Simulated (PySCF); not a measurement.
**H7NO6Si2: density, localisation and related maps**

The calculation's input:

```
{"job": {"kind": "nmr", "xc": "PBE0", "basis": "pcSseg-1"}, "charge": 0, "multiplicity": 1}
Si     1.183318     0.871020     0.720162
O      0.792682     2.238791     1.558497
O      1.644328     1.082005    -0.841081
O      2.466651     0.231961     1.548738
N     -0.254343    -0.098952     0.732958
Si    -1.134559    -0.813879    -0.544903
O     -2.761308    -0.698962    -0.269740
O     -0.609528    -0.016767    -1.913775
O     -0.883482    -2.416736    -0.846982
H      1.548378     2.693058     1.942814
H      0.932199     0.886735    -1.475090
H      3.015724    -0.368882     1.037498
H     -0.664560    -0.222718     1.655483
H     -3.082686     0.161060     0.015824
H     -0.658270    -0.546727    -2.716395
H     -1.568903    -3.014957    -0.537597
```

Launched as:

```sh
OMP_NUM_THREADS=1 python probes_run.py task.json out
```

Geometry: PBE0-D3(BJ)/def2-SVP.

The calculation used PBE0/pcSseg-1, SCF density, gas phase, non-relativistic in PySCF 2.14.0.

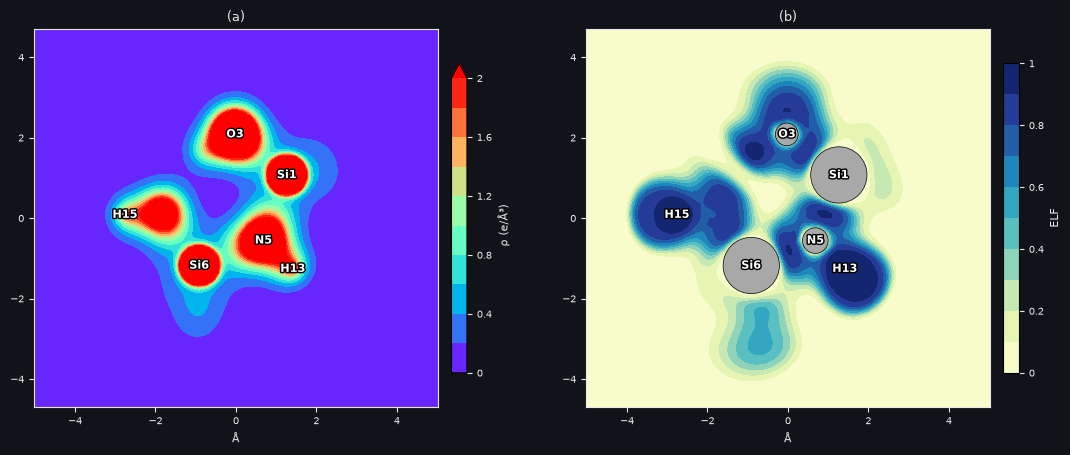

Figure 1. (a) total electron density; (b) ELF on the plane of atoms Si1, N5 and Si6. Grey discs cover the atomic cores in the ELF map.

> Interpret the plot.

The section cuts through Si, O, N and H sites. Si–O (1.64 Å): ρ at the midpoint is about 1.2 e/Å³; the ELF peaks at about 0.85 between the atoms (a polar covalent bond). Si–N (1.71 Å): ρ at the midpoint is about 1.1 e/Å³; the ELF peaks at about 0.90 between the atoms, as expected for a polar covalent bond. N–H (1.02 Å): ρ is about 2.7 e/Å³ halfway; the ELF climbs to about 1 towards the hydrogen, as it does in any bond to H (an ordinary covalent bond to hydrogen). The ELF also peaks beside O8 and O3, away from the bonds: lone-pair regions.

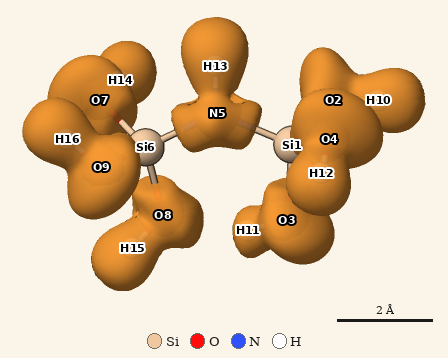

Figure 2. Isosurface of the ELF at 0.75 (orange), seen at a tilt. Core shells and regions of very low density are left out.

> Describe the localisation domains.

The surface consists of one joined region spread over several atoms (H, N), in which their bonds and any lone pairs are merged and six joined regions spread over several atoms (H, O), in which their bonds and any lone pairs are merged.

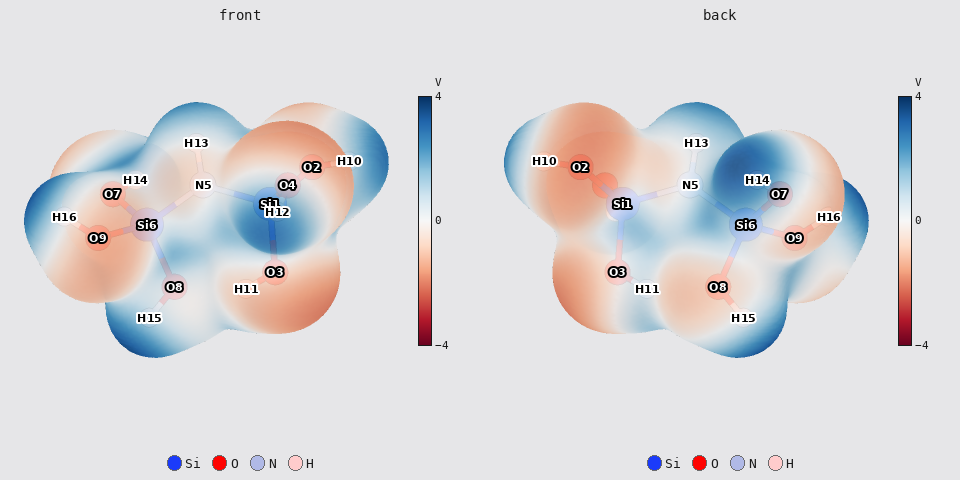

Figure 3. The electrostatic potential painted on the density surface at 0.004 e/bohr³, seen from the front and from behind; the colour scale runs from red (negative) to blue (positive).

> Which sites attract a positive test charge, and which a negative one?

A positive charge is drawn to the negative regions and a negative charge to the positive ones. The most negative region (about −1.9 V) lies over O3, the most positive (about +3.4 V) over H14, H15 and H16. O3 is the likeliest acceptor of a hydrogen bond.

> How polar is the molecule by this calculation?

Its dipole moment is 2.23 D.
